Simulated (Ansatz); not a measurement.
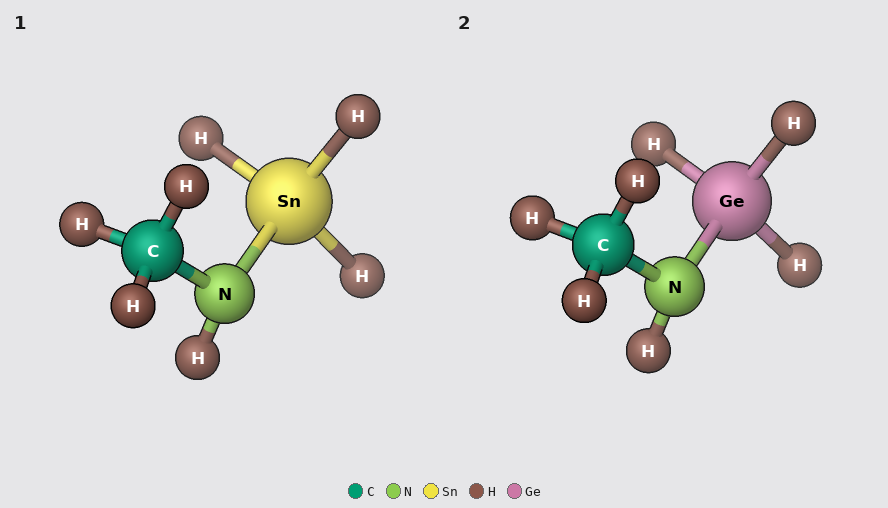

2 molecules with one skeleton, seen from the same side and at one scale. Charge 0, singlet. Computed geometries: PBE0-D4/def2-TZVP optimisations, one conformation each. Properties computed with Ansatz 0.2.0. Elements past Kr carry core potentials.

One atom differs, called X below: Sn in panel 1, Ge in panel 2. Their formulas are CH7NSn (`C[NH][SnH3]`), CH7GeN (`C[NH][GeH3]`).

In which is the length of X–N larger (PBE0-D4/def2-TZVP)?

Answer. In panel 1 (X = Sn).

In which is the dipole moment larger (ωB97M-V/def2-TZVPP)?

Answer. In panel 2 (X = Ge).

Give the values. With PBE0-D4/def2-TZVP: mean length of X–H (Å), length of X–N (Å), smallest angle N–X–H (°), largest angle N–X–H (°). With ωB97M-V/def2-SVP: HOMO energy (Kohn–Sham orbital) (eV), HOMO–LUMO gap (eV). With ωB97M-V/def2-TZVPP: dipole moment (D).

| quantity | 1 (Sn) | 2 (Ge) | 2 − 1 |
| --- | --- | --- | --- |
| mean length of X–H (Å) | 1.709 | 1.541 | −0.168 |
| length of X–N (Å) | 2.028 | 1.838 | −0.190 |
| smallest angle N–X–H (°) | 105.8 | 107.0 | +1.2 |
| largest angle N–X–H (°) | 112.2 | 113.3 | +1.1 |
| HOMO energy (Kohn–Sham orbital) (eV) | −8.61 | −8.81 | −0.20 |
| HOMO–LUMO gap (eV) | 10.68 | 11.57 | +0.89 |
| dipole moment (D) | 0.79 | 0.86 | +0.07 |
